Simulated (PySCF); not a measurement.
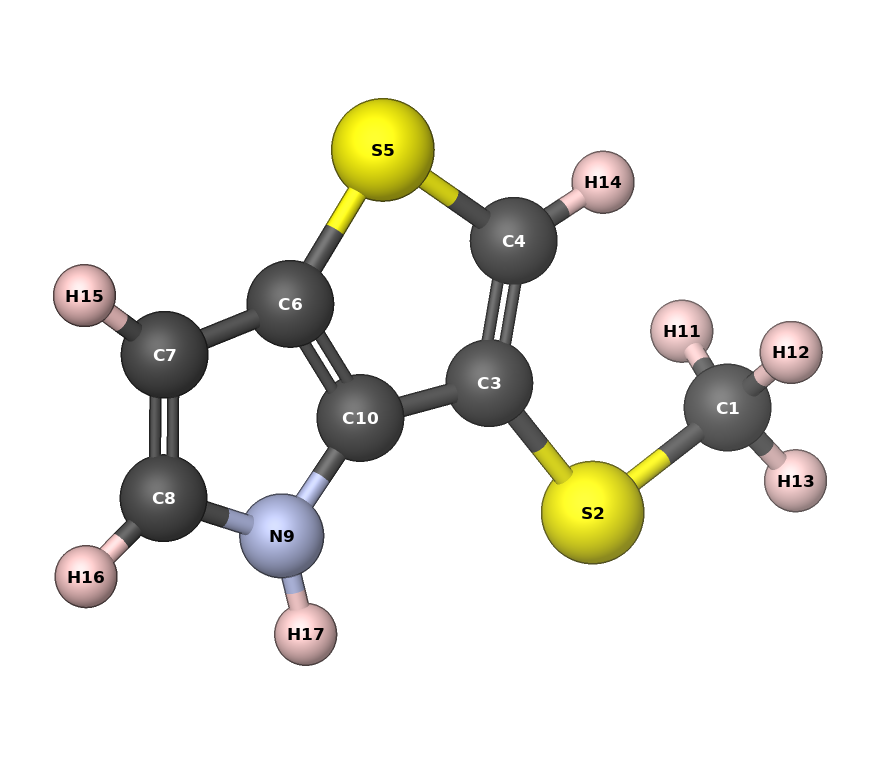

The computed structure is the end point of a PBE0-D3(BJ)/def2-SVP optimisation. No frequency run is at hand to confirm it as a minimum. Method: TDDFT ωB97X-D/def2-SVPD, vertical, gas phase, core orbitals frozen in the response (PySCF 2.14.0), and the same with a continuum solvent (IEF-PCM, Bondi radii x 1.2, gas-phase geometry).

How do dipole (D), HOMO–LUMO gap (eV), lowest singlet (eV) change in chloroform (ε = 4.7)?

```
    medium  dipole (D)  HOMO–LUMO gap (eV)  lowest singlet (eV)
 gas phase        1.87                8.77                 4.99
chloroform        2.46                8.79                 4.96
```
